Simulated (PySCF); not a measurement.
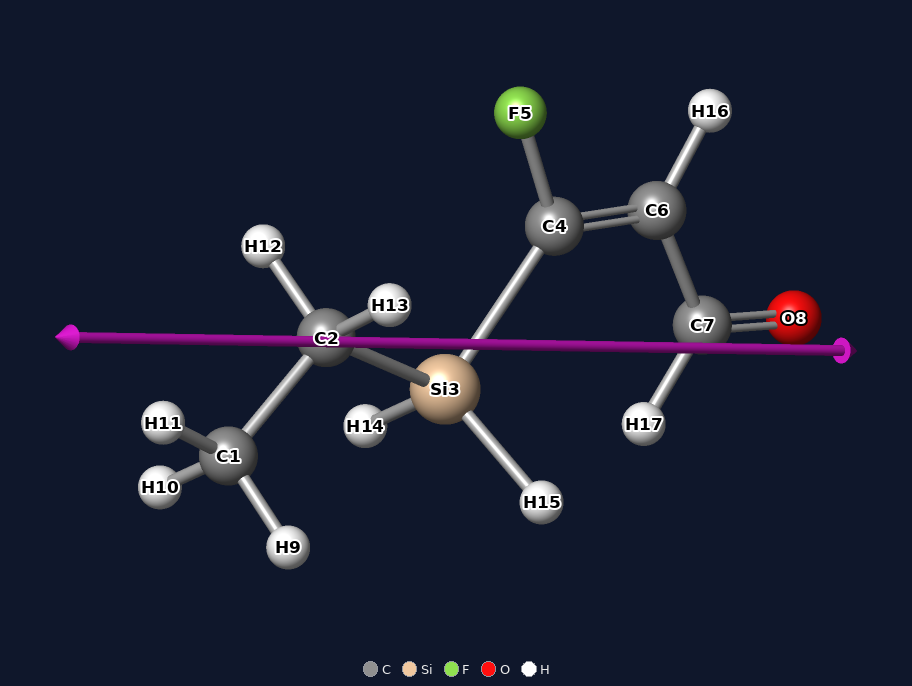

The double arrow shows the direction of the transition dipole to excited singlet state 2 (its length means nothing). The geometry was computed by an optimisation with GFN2-xTB. No frequency run is at hand to confirm it as a minimum. Level of theory: TDDFT ωB97X-D/def2-SVPD, vertical, gas phase, core orbitals frozen in the response (PySCF 2.14.0).

How is the transition polarised?

Nearly parallel to the C7–O8 bond.

Give its energy, strength and character.

5.84 eV (212 nm), oscillator strength 0.41, mainly HOMO−1 → LUMO (weight 0.95); transition dipole 4.33 D.

The geometry is semi-empirical. Around Si such bond lengths and angles can be off by a tenth of an ångström or more and by several degrees, and values that hang on the shape move with them.
